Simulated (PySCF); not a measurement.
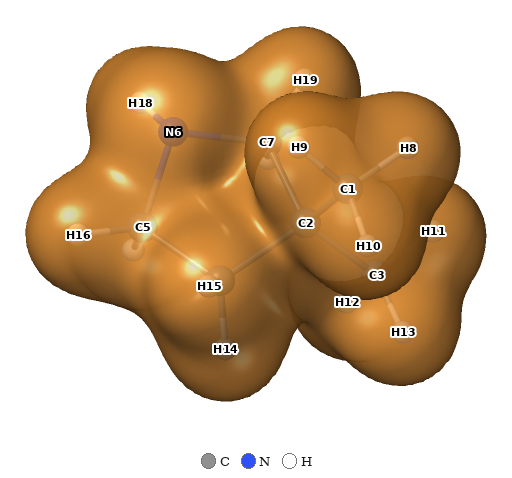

*C6H13N (SMILES CC1(C)CCNC1). Isosurface of the total electron density at 0.1 e/Å³ (orange), seen at a tilt.*

Geometry: GFN2-xTB, coordinate held.

Theory: revPBE/pcSseg-1, SCF density, gas phase, non-relativistic (PySCF).

The calculation's input:

```
{"job": {"kind": "nmr", "xc": "revPBE", "basis": "pcSseg-1", "every": 1, "pop": false}, "charge": 0, "multiplicity": 1}
C     -1.292211     1.187793    -0.597240
C     -0.512225    -0.003237    -0.042659
C     -1.473393    -1.130754     0.324365
C      0.567421    -0.463721    -1.050255
C      1.889128    -0.232570    -0.315333
N      1.603174     0.900014     0.584640
C      0.331233     0.437100     1.168644
H     -2.046269     1.515524     0.115657
H     -0.613351     2.014609    -0.788277
H     -1.791515     0.917649    -1.525662
H     -2.162318    -0.804344     1.101081
H     -0.930467    -1.999926     0.690767
H     -2.053837    -1.429406    -0.545912
H      0.446875    -1.509208    -1.329782
H      0.525227     0.141850    -1.954078
H      2.708368     0.024940    -0.989148
H      2.167997    -1.137345     0.243511
H      2.264999     0.754531     1.346033
H     -0.137868     1.248965     1.727603
H      0.478023    -0.415701     1.846471
```

Launched as:

```sh
OMP_NUM_THREADS=1 python ens_run.py task.json out
```

What does this surface tell about the bonding?

Answer. At this value the surface is in one piece. It bridges the sampled C–N (1.47 Å), C–C (1.53 Å), N–H (1.02 Å) and C–H (1.09 Å) contacts, where the density stays above the isovalue. On the grid the lowest density along these lines, outside the cores, is 1.8 e/Å³ (C–N, 1.47 Å), 1.6 e/Å³ (C–C, 1.53 Å), 2.3 e/Å³ (N–H, 1.02 Å) and 1.9 e/Å³ (C–H, 1.09 Å).
